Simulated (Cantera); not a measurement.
Charge: 1 mol PbO, 1.3 mol CH₄, 0.036 mol CO, equilibrated at 12.0 Pa.

Method: chemical equilibrium by Gibbs-energy minimisation in Cantera with the NASA 1993 tables (ideal gas, pure condensed phases). Candidate condensed phases: C, C₆H₆, C₇H₈, C₈H₁₈, H₂O, Pb, PbO, PbO₂, Pb₃O₄; 113 gas species. Kinetics and transport are ignored.

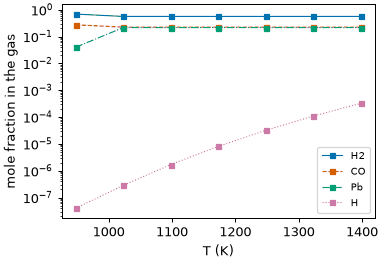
Fig. 1. Equilibrium gas composition (values under 1e-9 drawn at 1e-9)

At 948 K the condensed part is C(graphite) + Pb(l). From 1023 K to 1398 K the condensed part is C(graphite). The main Pb-bearing gas is Pb throughout.
